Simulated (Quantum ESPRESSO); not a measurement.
## Magnetic state of Fe3PO7 (Grattarolaite) from several starts

A self-consistent run ends on one state, which hangs on the start. Several orders of Fe3PO7 (Grattarolaite) are started in Quantum ESPRESSO and their energies compared.

Method: LDA with U = 4.5 eV on Fe d (ortho-atomic projectors); plane waves with GBRV 1.5 LDA potentials, no spin-orbit coupling, in Quantum ESPRESSO 7.5.

Experimental background.

“Partial Antiferromagnetic Helical Order in Fe3PO4O3” (2019, arxiv:1910.08818) quotes from earlier work for Fe3PO4O3, rhombohedral, non-centrosymmetric (earlier work): moment (ordered moment per Fe3+) 4.3 μB [literature value derived from Mössbauer spectra, not from magnetic diffraction …].

Report form: the programs' logs are mostly left out.

## (1) Starting point

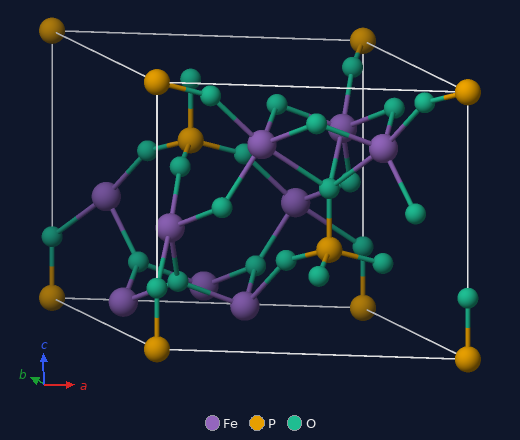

The cell as given, slightly off an axis (iron purple, phosphorus orange, oxygen teal). This picture shows the conventional cell, with its axes. Bonds to atoms that aren't drawn are left out. Some periodic images of atoms are drawn too.

The cell comes from the Crystallography Open Database.

## (2) Run 1 (ferro +++)

The signs are those of the starting moments on the seeded atoms, the atoms that are given a moment.

pw.in reads:

```
&CONTROL
  calculation = 'scf'
  prefix = 'pwscf'
  outdir = './tmp'
  pseudo_dir = './pseudo'
  disk_io = 'nowf'
/
&SYSTEM
  ibrav = 0
  celldm(1) = 8
  nat = 11
  ntyp = 3
  ecutwfc = 40
  ecutrho = 280
  nbnd = 68
  occupations = 'smearing'
  smearing = 'fd'
  degauss = 0.00367493
  nspin = 2
  starting_magnetization(1) = 0.25
  starting_magnetization(2) = 0
  starting_magnetization(3) = 0
/
&ELECTRONS
  conv_thr = 2.2d-08
  electron_maxstep = 150
  mixing_beta = 0.3
/
ATOMIC_SPECIES
Fe     55.8450 fe_lda_v1.5.uspp.F.UPF
P      30.9738 p_lda_v1.5.uspp.F.UPF
O      15.9990 o_lda_v1.2.uspp.F.UPF
CELL_PARAMETERS alat
   0.9455717096096    0.5459260810892    0.5403829330623
  -0.9455717096096    0.5459260810892    0.5403829330623
   0.0000000000000   -1.0918521621548    0.5403829330623
ATOMIC_POSITIONS crystal
Fe      0.5395000000    0.1485000000    0.5395000000
Fe      0.5395000000    0.5395000000    0.1485000000
Fe      0.1485000000    0.5395000000    0.5395000000
P       0.0000000000    0.0000000000    0.0000000000
O       0.2289000000    0.2289000000    0.2289000000
O       0.3895000000    0.7668000000    0.3895000000
O       0.3895000000    0.3895000000    0.7668000000
O       0.7668000000    0.3895000000    0.3895000000
O       0.8330000000    0.1440000000    0.8330000000
O       0.8330000000    0.8330000000    0.1440000000
O       0.1440000000    0.8330000000    0.8330000000
K_POINTS automatic
4 4 4 0 0 0
HUBBARD {ortho-atomic}
U Fe-3d 4.5000
```

Run with:

```
> OMP_NUM_THREADS=1 mpirun -n 4 pw.x -nk 4 -in pw.in > pw.out
```

The job ended after 35 s (4 MPI ranks of Intel Xeon Platinum 8375C at 2.90GHz (Ice Lake), shared host; peak memory 0.84 GiB).

Spin moment in the atom's sphere by atom:

| atom | spin moment in the atom's sphere (μB) |
| --- | --- |
| Fe1 | 3.87 |
| Fe2 | 3.87 |
| Fe3 | 3.87 |
| P4 | 0.01 |
| O5 | 0.15 |
| O6 | 0.31 |
| O7 | 0.31 |
| O8 | 0.31 |
| O9 | 0.11 |
| O10 | 0.11 |
| O11 | 0.11 |

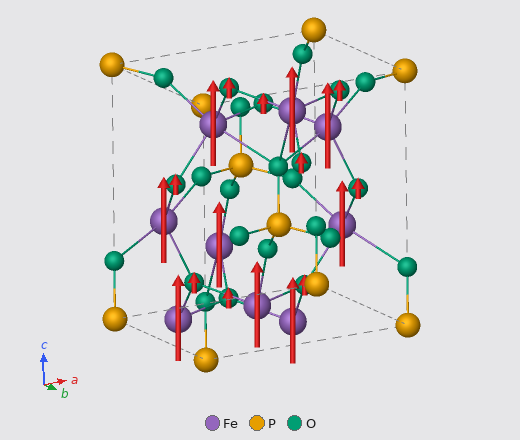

Spin moment in the atom's sphere as arrows, the longest 3.87 μB. Up and down stand for the sign. Arrows give size and sign along the axis of quantisation, drawn up and down the page. Each arrow also spans its atom, so small moments look longer than they are. Bonds to atoms that aren't drawn are left out. Some periodic images of atoms are drawn too.

Numbers from this step:

```
smearing term TS       : 6.88e-9 eV
magnetization          : 15 μB
absolute magnetization : 15.01 μB
final state            : ferromagnetic
```

## (3) Run 2, typed as ferri ++−

Edit pw.in of step 2 so:

```diff
@@ -11,6 +11,6 @@
   nat = 11
-  ntyp = 3
+  ntyp = 4
   ecutwfc = 40
   ecutrho = 280
-  nbnd = 68
+  nbnd = 64
   occupations = 'smearing'
@@ -20,4 +20,5 @@
   starting_magnetization(1) = 0.25
-  starting_magnetization(2) = 0
+  starting_magnetization(2) = -0.25
   starting_magnetization(3) = 0
+  starting_magnetization(4) = 0
 /
@@ -29,3 +30,4 @@
 ATOMIC_SPECIES
-Fe     55.8450 fe_lda_v1.5.uspp.F.UPF
+Fe1    55.8450 fe_lda_v1.5.uspp.F.UPF
+Fe2    55.8450 fe_lda_v1.5.uspp.F.UPF
 P      30.9738 p_lda_v1.5.uspp.F.UPF
@@ -37,5 +39,5 @@
 ATOMIC_POSITIONS crystal
-Fe      0.5395000000    0.1485000000    0.5395000000
-Fe      0.5395000000    0.5395000000    0.1485000000
-Fe      0.1485000000    0.5395000000    0.5395000000
+Fe1     0.5395000000    0.1485000000    0.5395000000
+Fe1     0.5395000000    0.5395000000    0.1485000000
+Fe2     0.1485000000    0.5395000000    0.5395000000
 P       0.0000000000    0.0000000000    0.0000000000
@@ -51,2 +53,3 @@
 HUBBARD {ortho-atomic}
-U Fe-3d 4.5000
+U Fe1-3d 4.5000
+U Fe2-3d 4.5000
```

The job ended after 52 s (4 MPI ranks; peak memory 0.95 GiB).

Spin moment in the atom's sphere by atom:

```
atom  spin moment in the atom's sphere (μB)
 Fe1                                   3.82
 Fe2                                   3.82
 Fe3                                  -3.77
  P4                                   0.00
  O5                                   0.05
  O6                                   0.10
  O7                                   0.10
  O8                                   0.11
  O9                                   0.09
 O10                                   0.09
 O11                                  -0.07
```

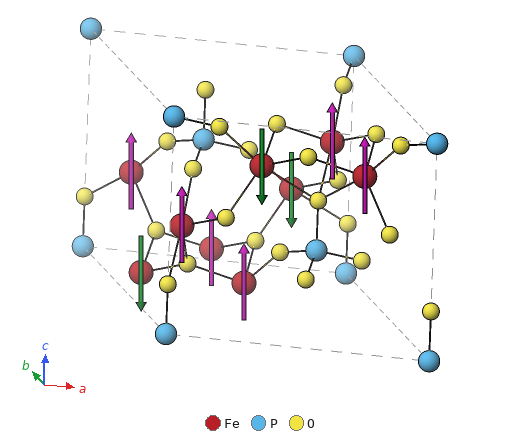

Spin moment in the atom's sphere as arrows, the longest 3.82 μB. Up and down stand for the sign. Arrows give size and sign along the axis of quantisation, drawn up and down the page. The two directions have two colours. Bonds to atoms that aren't drawn are left out. Some periodic images of atoms are drawn too.

This step gave:

- smearing term TS: 6.39e-10 eV
- magnetization: 5 μB
- absolute magnetization: 13.62 μB
- final state: ferrimagnetic

## (4) The states side by side

An order is kept where moments of 0.15 μB or more survive with the typed signs; meshes match where a doubled cell samples the same k points as the first cell.

Ferrimagnetic means that a moment over 0.15 μB on a transition or rare-earth metal, induced ones included, opposes the net moment. Orders:

| start | final state | typed order kept | energy over the lowest (meV a seeded atom) | largest site moment (μB) | net moment (μB a cell of the first run) | mesh matched | CPU time (s) |
| --- | --- | --- | --- | --- | --- | --- | --- |
| ferro +++ | ferromagnetic | yes | 172.6 | 3.871 | 15 | yes | 140.9 |
| ferri ++- | ferrimagnetic | yes | 0 | 3.82 | 5 | yes | 207.6 |

## (5) The lowest state again, with its states saved

Edit pw.in of step 3 so:

```diff
@@ -5,3 +5,3 @@
   pseudo_dir = './pseudo'
-  disk_io = 'nowf'
+  disk_io = 'low'
 /
@@ -14,3 +14,3 @@
   ecutrho = 280
-  nbnd = 64
+  nbnd = 68
   occupations = 'smearing'
```

Run time: 57 s. Hardware: 4 MPI ranks; peak memory 0.96 GiB; 3.8 min of CPU time.

This step gave:

| Property | Result |
| --- | --- |
| smearing term TS | 6.40e-10 eV |
| magnetization | 5 μB |
| absolute magnetization | 13.62 μB |
| final state | ferrimagnetic |
| largest moment | 3.820 μB |

## (6) Projections on atomic orbitals

projwfc.x projects the saved states on orthogonalised atomic orbitals of the pseudopotential files.

Elapsed: 3.2 s, on 4 MPI ranks; peak memory 0.37 GiB; 13 s of CPU time.

```csv
atom,moment in the sphere (μB),Löwdin moment (μB),Löwdin charge (e)
Fe1,3.820,4.287,15.241
Fe2,3.820,4.287,15.241
Fe3,-3.771,-4.226,15.262
P4,0.005,0.006,2.825
O5,0.052,0.066,6.604
O6,0.100,0.139,6.450
O7,0.100,0.139,6.450
O8,0.112,0.154,6.445
O9,0.091,0.119,6.662
O10,0.091,0.119,6.662
O11,-0.069,-0.090,6.663
```

## (7) Occupations of the corrected shells in the lowest state

Occupations of the Hubbard shells:

```
block  type  shell  spin  electrons             occupation numbers
    1   Fe1     3d    up      4.963  0.988 0.990 0.993 0.996 0.997
    1   Fe1     3d  down     0.7552  0.076 0.100 0.170 0.196 0.213
    2   Fe1     3d    up      4.963  0.988 0.990 0.993 0.996 0.997
    2   Fe1     3d  down     0.7552  0.076 0.100 0.170 0.196 0.213
    3   Fe2     3d    up     0.7921  0.085 0.110 0.177 0.209 0.212
    3   Fe2     3d  down      4.953  0.984 0.987 0.992 0.995 0.996
```

## (8) Results

* lowest state found: ferrimagnetic (from ferri ++-)
* largest site moment: 3.82 μB
* next state with moments: ferromagnetic, 173 meV a seeded atom higher

In words: The largest moment reads 3.82 μB in the sphere and 4.29 μB by Löwdin projection; a site moment hangs on how space is shared out. Only these 2 starts were compared; other wavevectors, canted and longer-period orders were not. A computed site moment is spin alone and hangs on the region that is counted: the program's spheres do not touch and miss the tail of the moment. Measured moments hold any orbital part as well, and belong to the order of the sample, which need not be the order of this run.

Calculation against experiment:

```
        quantity  measured   in the sphere  projected shell
moment (Fe) (μB)       4.3  3.82 (-11.2 %)    4.21 (-2.1 %)
```

Measured values from arxiv:1910.08818 (2019).

How well it matches: For the moment, of the levels listed nearest comes projected shell (-2.1 %) and farthest in the sphere (-11.2 %). No cell relaxation is part of this session.

[Logs and program files are shortened in this print: banners, set-up blocks, solver, clock and traceback lines can be left out without a mark of their own.]

[Logs are printed without paths, hosts, clocks, repeated set-up lines and the standing remarks that a program may print on its own settings, such as how far it seeks lower states.]

[Hosts, paths, dates, database ids (printed as entryN), source tags and the programs' standing remarks are cut or masked in the printed files.]

[Where a cell is said to come from a database of computed structures, the database is the Materials Project.]
